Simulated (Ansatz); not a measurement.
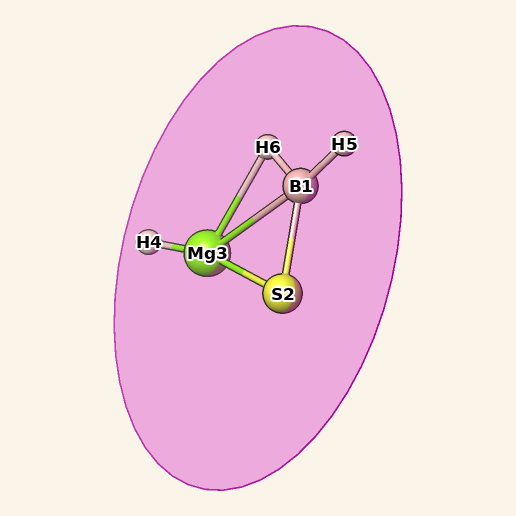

A disc through the centre of mass is drawn in. Depth is shown by fading: the farther an atom, the more it takes the colour of the background. The computed structure is the end point of a PBE-D4/def2-SVP optimisation. No frequency run is at hand to confirm it as a minimum.

Is the plane of the disc a mirror plane of the structure?

Yes. The reflection leaves B1, S2, Mg3, H4, H5, H6 in place. The point group is Cs.
